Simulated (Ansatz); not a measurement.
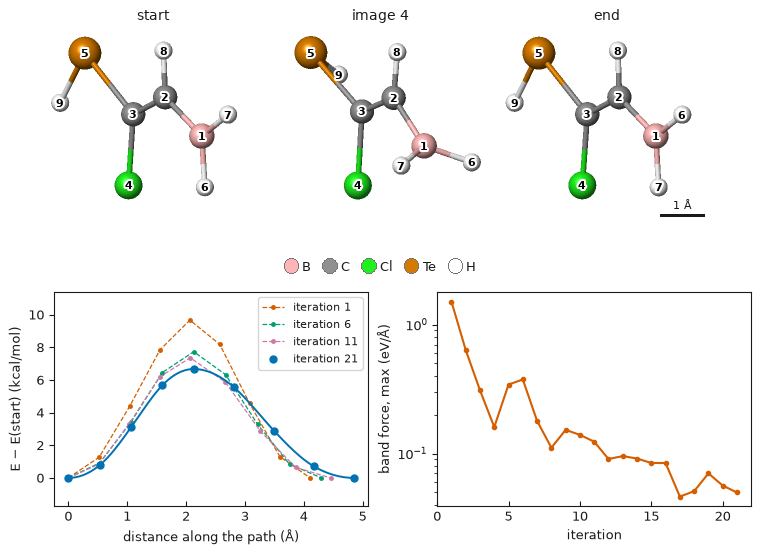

NEB run on C2H4BClTe. Images are numbered from 0 (start) to 8 (end). The plot follows the band through its iterations. A ball-and-stick model, seen from a free direction.

Method: RKS B3LYP-D4/def2-SVP (Ansatz). Run with 7 movable images; climbing image; force threshold 0.05 eV/Å; iteration limit 60; starting path by image-dependent pair potential.

### How did the profile develop, and is the result final?

The result is final at these settings. The band converged in 21 iterations. The largest component of the band force went from 1.5 to 0.05 eV/Å. The climbing image converged on the top of the path. Its vibrational analysis gives one imaginary mode (222i cm⁻¹), as a transition state must have. The first iteration put the highest image at 9.7 kcal/mol. The two ends have the same energy, and the highest point, image 4, lies 6.7 kcal/mol above the start.
